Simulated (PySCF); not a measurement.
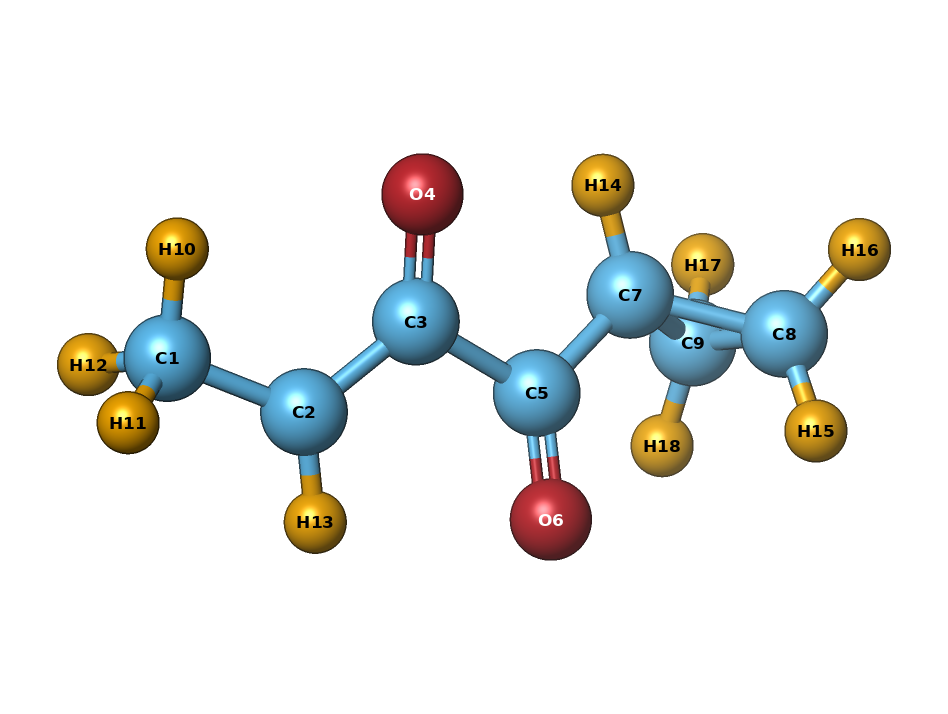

Charge 0, doublet. The geometry was computed by an optimisation with GFN2-xTB. No frequency run is at hand to confirm it as a minimum. Level of theory: UKS B3LYP, pcH-1 on C H O, non-relativistic (PySCF 2.14.0). Fermi-contact and spin-dipolar terms alone, no spin-orbit part.

Which nucleus has the largest dipolar (anisotropic) hyperfine coupling?

Answer. 13C at C2: principal values −57.5, −56.6, 114.1 MHz.

List the isotropic and dipolar parts for the most strongly coupled nuclei, one of each equivalent set.

| atom | isotope | a_iso (MHz) | dipolar part (MHz) |
| --- | --- | --- | --- |
| C2 | 13C | 57.9 | −57.5, −56.6, 114.1 |
| O4 | 17O | −24.1 | −109.1, 54.4, 54.7 |
| H13 | 1H | −46.0 | −27.0, −2.1, 29.1 |
| O6 | 17O | −2.1 | −11.8, 4.2, 7.6 |
| C3 | 13C | −37.6 | −11.4, 3.5, 8.0 |
| H12 | 1H | 108.6 | −4.3, −3.1, 7.4 |
| H11 | 1H | 71.2 | −4.6, −2.5, 7.1 |
| H10 | 1H | 6.8 | −4.5, −1.4, 5.9 |
